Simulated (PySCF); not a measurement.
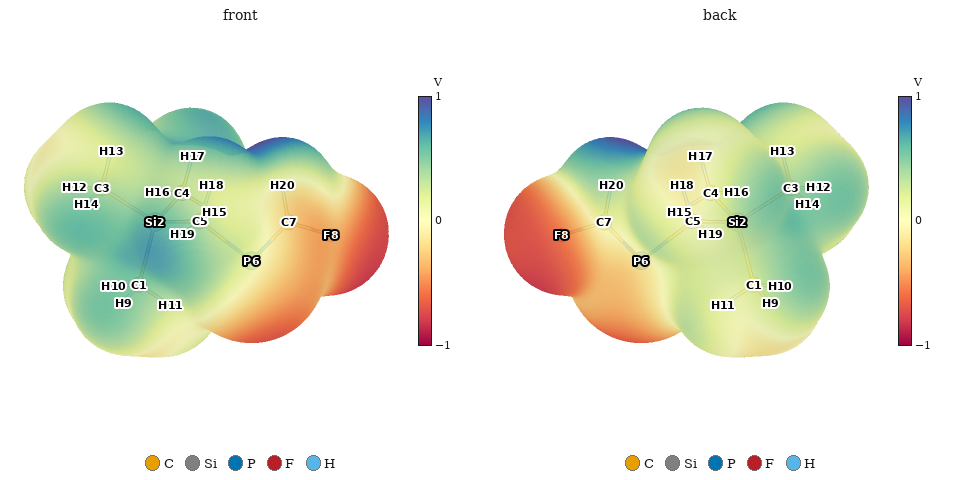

Figure 1: C5H12FPSi (SMILES C[Si](C)(C)C/P=C/F). The molecular electrostatic potential painted on the density surface at 0.001 e/bohr³, seen from the front and from behind; red is negative and blue positive.

Geometry: PBE0-D3(BJ)/def2-SVP.

Computed with PySCF 2.14.0, CAM-B3LYP/def2-SVPD, SCF density, gas phase.

```xyz
20

C    -1.6332   -1.1207    0.6012
Si   -0.6311    0.1639   -0.3364
C    -1.7000    1.6521   -0.7632
C     0.0762   -0.5919   -1.9055
C     0.8046    0.7625    0.7588
P     1.8211   -0.6082    1.4813
C     3.0011   -0.7395    0.2964
F     3.9704   -1.6452    0.3676
H    -2.0605   -0.7022    1.5263
H    -2.4655   -1.4943   -0.0163
H    -1.0068   -1.9832    0.8796
H    -2.5538    1.3566   -1.3938
H    -1.1209    2.4086   -1.3166
H    -2.1014    2.1305    0.1442
H     0.7215   -1.4533   -1.6735
H    -0.7309   -0.9431   -2.5680
H     0.6758    0.1415   -2.4683
H     1.4274    1.4702    0.1860
H     0.3808    1.3264    1.6072
H     3.0890   -0.1152   -0.6049
```

### Which sites attract a positive test charge, and which a negative one?

A positive charge is drawn to the negative regions and a negative charge to the positive ones. The most negative region (about −0.8 V) lies over F8, the most positive (about +0.9 V) over H20.

### How polar is the molecule by this calculation?

Its dipole moment is 2.69 D.
